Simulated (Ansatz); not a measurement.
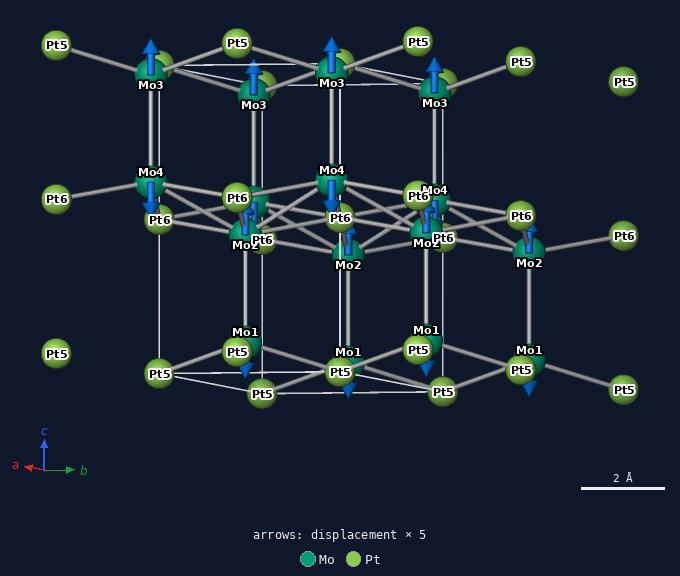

This is a relaxation of crystalline Mo2Pt (a generated structure, set up in P6_3/mmc) (coarse preliminary run). The starting structure is drawn; blue arrows show the displacements (the part carried along by the change of the cell is left out), magnified 5 times.

A ball-and-stick model of the cell of the calculation, repeated 2 × 2 × 1 with one cell outlined, seen from a free direction.

Method: DFT PBE, scalar-relativistic, plane waves, PAW (Ansatz). Set-up: plane-wave cutoff 420 eV; k-point mesh 6 × 6 × 2; occupations gaussian; smearing width 0.1 eV; no spin polarisation; cell and atoms relaxed; force threshold 0.04 eV/Å; at most 70 steps.

Atoms of which element are displaced furthest, and by how much?

Answer. Molybdenum: up to 0.18 Å, against 0.00 Å for platinum.

What happened in the run?

Answer. The largest moves relative to the cell, 0.18 Å, are those of Mo1, Mo2, Mo3 and Mo4. Mo4 goes along −c. Pt stays in place. The drawn cell changes as follows: a = b 4.398 → 4.743 Å (+7.8 %), c 7.541 → 5.457 Å (−27.6 %); the volume changes by −15.8 %. Near-neighbour distances that change, for instance: Pt5–Pt6 3.770 → 2.729 Å, Mo1–Mo2 2.629 → 2.267 Å, Mo1–Pt5 2.603 → 2.748 Å, Mo1–Mo3 2.784 → 2.777 Å. New bonds form: Pt5–Pt6 (3.77 → 2.73 Å). Bond angles that change, for instance: Mo2–Pt6–Mo2 115.3° → 119.3°, Mo2–Pt6–Mo4 64.7° → 60.7°. The space group stays P6_3/mmc (No. 194). Over 9 accepted moves (10 points after the start) the energy falls by 300 meV per atom. The largest force component goes from 0.73 to 0.026 eV/Å. The pressure goes from −0.05 to 0.06 GPa. The SCF was repeated once at an unchanged geometry on a basis and grid sized afresh for the cell, which shifted the energy by 0.1 meV per atom at most.

Limits of the set-up: the k-point mesh is coarse for a cell with partly filled bands.
